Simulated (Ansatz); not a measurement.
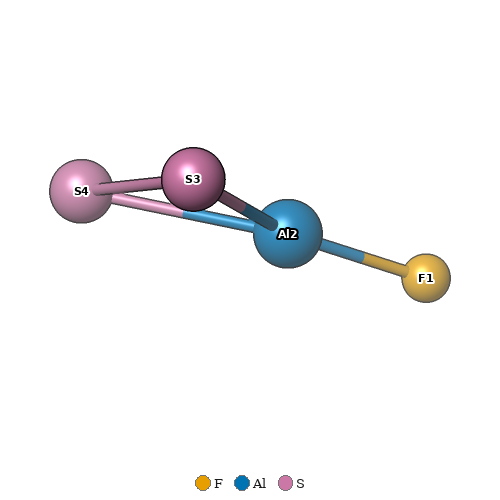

The system is AlFS₂ (SMILES [F][Al]1[S][S]1) with the probe Cl-; the picture shows it without the atoms that are moved over the map. The probe is moved over a plane parallel to the molecule's main plane, 2.30 Å above it. Coordinates scanned: (1) x of the probe's Cl atom; (2) y of the probe's Cl atom. Nothing is relaxed (molecule and probe rigid). The grid has 17 × 15 points; 129 points were computed and 112 follow by symmetry. At 14 points there is no value. Energies: kJ/mol, counted from the lowest grid point. Computed with Ansatz 0.2.0, RKS PBE0-D4/def2-SVPD.

Range: x of the probe's Cl atom from −3.36 to 3.36 Å; y of the probe's Cl atom from −2.94 to 2.94 Å.

### What landscape does the calculation give?

The lowest grid point is at x of the probe's Cl atom = 0.84 Å, y of the probe's Cl atom = 0.00 Å [nearest 1 Al at 2.33 Å]. The highest grid point, x of the probe's Cl atom = −1.26 Å, y of the probe's Cl atom = −0.42 Å [nearest 1 S at 2.41 Å], lies 309 kJ/mol above the lowest.

```tsv
y of the probe's Cl atom ↓, x of the probe's Cl atom →	−3.36	−2.52	−1.68	−0.84	0.00	0.84	1.68	2.52	3.36
2.94	171	165	159	147	130	121	128	143	158
2.52	172	174	181	166	129	106	114	136	154
2.10	174	191	224	207	132	86	98	130	152
1.68	176	210	277	259	134	62	83	127	152
1.26	176	220	–	–	125	37	73	130	155
0.84	175	218	–	–	102	15	72	142	160
0.42	173	213	300	261	78	3	78	157	166
0.00	173	211	296	248	68	0	82	164	168
−0.42	173	213	300	261	78	3	78	157	166
−0.84	175	218	–	–	102	15	72	142	160
−1.26	176	220	–	–	125	37	73	130	155
−1.68	176	210	277	259	134	62	83	127	152
−2.10	174	191	224	207	132	86	98	130	152
−2.52	172	174	181	166	129	106	114	136	154
−2.94	171	165	159	147	130	121	128	143	158
```

The table holds every second grid line.

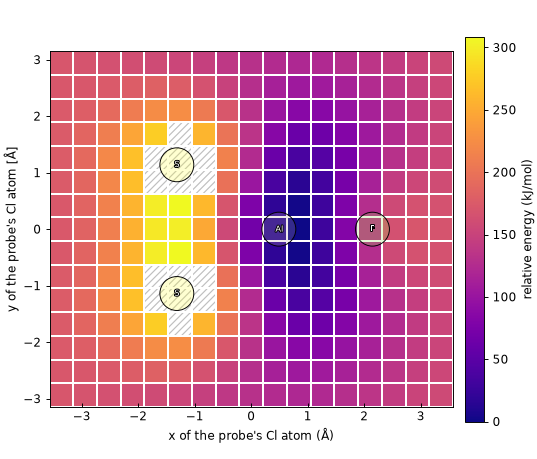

The picture shows one coloured cell a grid point, labelled circles for the molecule's atoms, projected on the plane, hatched blanks where no value was computed.

The whole map (129 points run) took 16 min on 1 thread of Arm Neoverse V2, on a shared host.
